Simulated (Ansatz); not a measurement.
| atom | x (Å) | y (Å) | z (Å) |
| --- | --- | --- | --- |
| N | -2.8094 | 0.6471 | 0.2894 |
| C | -1.6431 | -0.0538 | 0.1403 |
| C | -0.4021 | 0.4431 | 0.0545 |
| Si | 1.0905 | -0.6431 | -0.0545 |
| N | 2.1201 | 0.0015 | -1.2800 |
| O | 2.0094 | -0.7606 | 1.3213 |
| H | -2.7833 | 1.6320 | 0.1231 |
| H | -3.6572 | 0.2023 | 0.0084 |
| H | -1.7947 | -1.1294 | 0.1292 |
| H | -0.2891 | 1.5266 | 0.0706 |
| H | 0.6269 | -2.0346 | -0.2651 |
| H | 1.7353 | 0.4078 | -2.1101 |
| H | 3.0247 | -0.3926 | -1.4534 |
| H | 2.4764 | 0.0075 | 1.6097 |

Computed with RHF/def2-SVP in Ansatz 0.2.0.

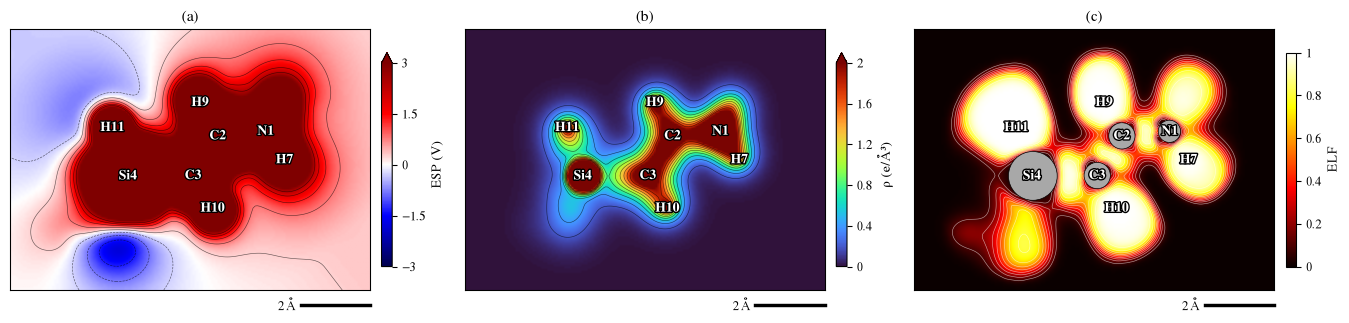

C$_{2}$H$_{8}$N$_{2}$OSi (SMILES NC=C[SiH](N)O). (a) molecular electrostatic potential; (b) total electron density; (c) ELF on the plane of atoms N1, C2 and H9. Grey discs cover the atomic cores in the ELF map.

> Describe what can be read from this map.

The section cuts through N, C, Si and H sites. C–C (1.34 Å): ρ at the midpoint is about 2.3 e/Å³; the ELF peaks at about 0.95 between the atoms: a short, multiple covalent bond. C–N (1.37 Å): ρ at the midpoint is about 2.3 e/Å³; the ELF peaks at about 0.95 between the atoms (localised, covalent bonding). C–Si (1.85 Å): the density is about 1 e/Å³ at the midpoint; the ELF peaks at about 1 between the atoms; a covalent bond. N–H (1.00 Å): ρ is about 2.9 e/Å³ halfway; the ELF climbs to about 1 towards the hydrogen, as it does in any bond to H: a covalent bond by its length. Outside the dense part of the molecule the potential is most negative (−1.8 V) near N5, which lies off the plane.
